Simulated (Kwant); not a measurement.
System: wire with an antidot in a Ge (holes) two-dimensional gas. Effective mass 0.06 mₑ, grid spacing 4.2 nm, hard walls, nominal width 100 nm (23 grid rows, so walls 100.8 nm apart), one parabolic valley, scattering region 300 nm long along x; energies count from the band bottom; Fermi energy 0.0321 eV. Hard-wall hole of radius 26 nm, 0 nm off the axis. Perpendicular field swept from 0 to 2.1 T, also in the leads; orbital effect alone.

The device is made up for the run: typed textbook-type constants, with dimensions and the other settings drawn at random.

Computed with Kwant: effective-mass tight-binding model on a square grid, one spin, coherent transport at 0 K. Conductance is in e²/h.

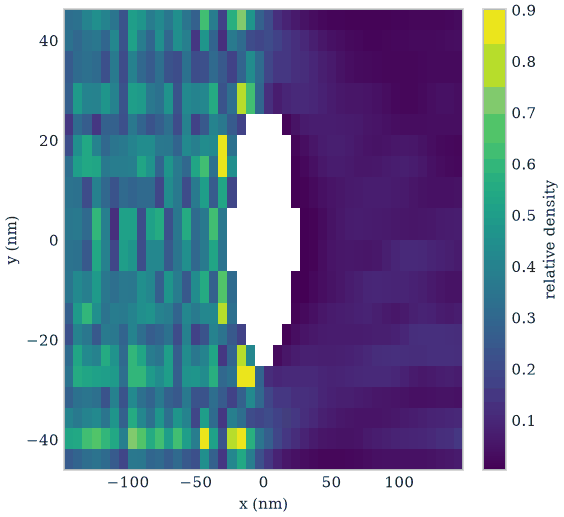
Density of the scattering states that come in from the left lead, at field = 0.51739 T, in bins, relative to the largest site value

The conductance there is 2.20 e²/h with 7 open channel(s) in the leads.
